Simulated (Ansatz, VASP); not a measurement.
# ZnS (Wurtzite) in two plane-wave programs, part 3 of 3

Aim: how closely do two programs agree when they are given the same cell, functional and k mesh? The cell is taken from a series of VASP runs on this material, whose earlier steps may have relaxed, scaled or displaced it; both programs get it as it stands. Valence electrons are named where the data sets of a main pair hold unlike numbers.

VASP 6.6.1 and Ansatz 0.2.0.

So far. Step 2 (VASP: band structure, HSE06): The k-mesh is coarse for exact exchange; levels may shift by about 0.1 eV on a finer one. The PAW data sets were made with PBE, which is usual practice but a small mismatch for other functionals. Step 4 (Differences): Among the levels compared at these points, filled levels agree within 12 meV and empty ones within 19 meV.

### 5. VASP: band structure, PBE0 (continued)

Level of this step: PBE0; plane waves and PAW (Zn, S) (VASP).

Numbers of over 12 decimals in the logs are rounded to 6 here.

Parts of OUTCAR (step 5):

```text
 POSITION                                       TOTAL-FORCE (eV/Angst)
 -----------------------------------------------------------------------------------
     -0.00000      2.20028      3.11700         0.000000     -0.000000      0.010778
      1.90550      1.10014      0.00000        -0.000000      0.000000      0.010778
     -0.00000      2.20028      5.45475         0.000000      0.000000     -0.010778
      1.90550      1.10014      2.33775        -0.000000     -0.000000     -0.010778
 -----------------------------------------------------------------------------------
    total drift:                               -0.000001      0.000001     -0.001530

  FREE ENERGIE OF THE ION-ELECTRON SYSTEM (eV)
  ---------------------------------------------------
  free  energy   TOTEN  =       -17.8046096456 eV

  energy  without entropy=      -17.8046096456  energy(sigma->0) =      -17.80460965

[... 2 parts as in an earlier step ...]

[... 1 further part left out ...]
[key lines of the parts left out:]
E-fermi :   1.2446
```

The k-mesh is coarse for unscreened exact exchange, which converges slowly with it.

### 6. Ansatz: band structure, PBE0

The same cell, functional, mesh and smearing now go to Ansatz, which takes its cutoff from its data sets.

The cell is taken from a series of VASP runs on this material, whose earlier steps may have relaxed, scaled or displaced it; both programs get it as it stands.

Contents of input.yaml:

```yaml
crystal:
  lattice:
    - [3.811, 0.0, 0.0]
    - [-1.9055, 3.3004228138, 0.0]
    - [0.0, 0.0, 6.234]
  atoms:
    - { symbol: Zn, position: [0.3333333333, 0.6666666667, 0.5] }
    - { symbol: Zn, position: [0.6666666667, 0.3333333333, 0.0] }
    - { symbol: S, position: [0.3333333333, 0.6666666667, 0.875] }
    - { symbol: S, position: [0.6666666667, 0.3333333333, 0.375] }
hamiltonian:
  xc: pbe0
  pseudopotentials: { kind: paw }
kpoints:
  mp_grid: { grid: [4, 4, 3] }
  band_path:
    path:
      - [0.0, 0.0, 0.0]
      - [0.44444, 0.0, 0.0]
      - [0.38889, 0.22222, 0.0]
      - [0.18519, 0.18519, 0.0]
      - [0.0, 0.0, 0.11111]
      - [0.0, 0.0, 0.5]
      - [0.44444, 0.0, 0.5]
      - [0.38889, 0.22222, 0.5]
      - [0.18519, 0.18519, 0.5]
      - [0.5, 0.0, 0.38889]
      - [0.33333, 0.33333, 0.0]
      - [0.33333, 0.33333, 0.5]
    npoints: 1
scf:
  occupations: { method: gaussian, width: 0.03 }
  n_extra_bands: 8
output:
  forces: true
  stress: true
  eigenvalues: true
  write_density: true
  write_potential: true
  elf: true
  volumetric_format: npy
```

Launch:

```bash
ansatz run input.yaml --threads 4 --pin off --max-ram 9216MiB --backend cpu --events-out ev --progress --plain --runs-dir out
```

What it wrote:

```text
[...]
Crystal: 4 atoms, lattice volume = 78.411 Å³
Basis set: ecut = 420 eV, 1521 PW (Γ), exchange–correlation on 54×54×90 points (8 copies of the dense FFT grid, shifted against one another)
Bands: 26, of which v1, the nominal top of the filled ones, is band 18 counted from 1 (17 counted from 0)
Symmetry: 12 space group operations
[...]
k-points: 8 of 48 (time reversal used)
[...]
--- Band table (eV; the first three rows and the last of 8) ---
  k-point 0: bands = [... 14 lower, 3.8079, 4.7268, 4.7775, 4.7775, 8.9218, 9.8219, 13.0978, 13.0978, ... 4 higher]
  k-point 1: bands = [... 14 lower, 4.0340, 4.0340, 4.5170, 4.5170, 10.1071, 10.1608, 13.0525, 13.2730, ... 4 higher]
  k-point 2: bands = [... 14 lower, 2.4012, 3.0179, 4.1204, 4.2961, 10.6847, 10.8328, 12.6752, 13.3598, ... 4 higher]
  k-point 7: bands = [... 14 lower, 1.6614, 2.4035, 2.6413, 3.5003, 11.1880, 11.5912, 12.8189, 13.1897, ... 4 higher]
[key lines of the parts left out:]
Free energy (F): -8447.291183 eV
Fermi energy:    6.849754 eV
P = ⅓ Tr σ = 1.4208 GPa (14.208 kbar)
```

Wall time 21 s (4 threads of Intel Xeon 6975P-C (Granite Rapids), shared host); peak memory 0.96 GiB; 73 s of CPU time.

### 7. Side by side

Compared:

```csv
quantity,Ansatz,VASP,difference
gap over the path points (eV),4.144,4.157,-0.013
```

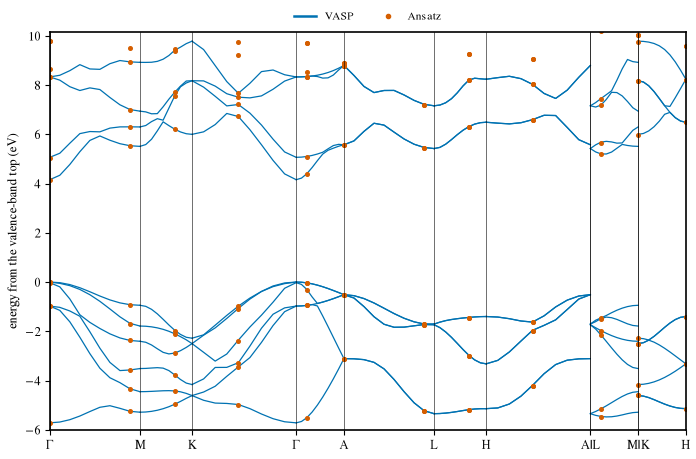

Bands from VASP (lines) and levels from Ansatz (dots). Dots without a line are higher empty bands that the VASP plot leaves out.

Levels at points of the path, from each program's valence-band top (eV; 4 filled, then empty):

```csv
k (reciprocal lattice),Ansatz,VASP
0.000 0.000 0.000,-0.97 -0.05 0.00 0.00 4.14 5.04 8.32,-0.97 -0.02 0.00 0.00 4.16 5.07 8.33
0.444 0.000 0.000,-3.58 -2.37 -1.69 -0.92 5.52 6.29 6.99,-3.57 -2.37 -1.68 -0.92 5.54 6.30 7.01
0.389 0.222 0.000,-3.78 -2.89 -2.11 -1.97 6.20 7.56 7.71,-3.77 -2.88 -2.10 -1.96 6.21 7.56 7.71
0.185 0.185 0.000,-3.29 -2.38 -1.10 -0.99 6.73 7.21 7.50,-3.28 -2.36 -1.07 -0.98 6.72 7.21 7.51
0.000 0.000 0.111,-0.94 -0.32 -0.03 -0.03 4.38 5.08 8.34,-0.95 -0.30 -0.03 -0.03 4.40 5.10 8.35
0.000 0.000 0.500,-0.51 -0.51 -0.51 -0.51 5.55 5.55 8.78,-0.51 -0.51 -0.51 -0.51 5.58 5.58 8.80
0.444 0.000 0.500,-1.74 -1.74 -1.70 -1.70 5.46 5.46 7.21,-1.73 -1.73 -1.70 -1.70 5.47 5.47 7.22
0.389 0.222 0.500,-2.99 -2.99 -1.45 -1.45 6.31 6.31 8.19,-2.97 -2.97 -1.44 -1.44 6.31 6.31 8.20
0.185 0.185 0.500,-1.98 -1.98 -1.64 -1.64 6.59 6.59 8.03,-1.96 -1.96 -1.63 -1.63 6.60 6.60 8.03
0.500 0.000 0.389,-2.16 -1.97 -1.48 -1.47 5.20 5.67 7.18,-2.15 -1.97 -1.48 -1.46 5.20 5.68 7.19
```

Among the levels compared at these points, filled levels agree within 27 meV and empty ones within 25 meV.

### 8. Summary of results

| Property | Result |
| --- | --- |
| largest difference of a filled level at the path points (band structure, HSE06) | 12 meV |
| largest difference of a filled level at the path points (band structure, PBE0) | 27 meV |

The largest difference of a filled level at the path points is 27 meV (band structure, PBE0), within the 80 meV picked in this series as the mark of a large difference. Such differences can come from data sets, numerical settings and the points named under the comparisons, not from the functional's error against experiment.

[Lines on the potential files, build, host, timing and source positions are cut from VASP's logs without a mark.]

[Logs are printed without paths, hosts, clocks, repeated set-up lines and the standing remarks that a program may print on its own settings, such as how far it seeks lower states.]

[Hosts, paths, dates, database ids (printed as entryN), source tags and the programs' standing remarks are cut or masked in the printed files.]
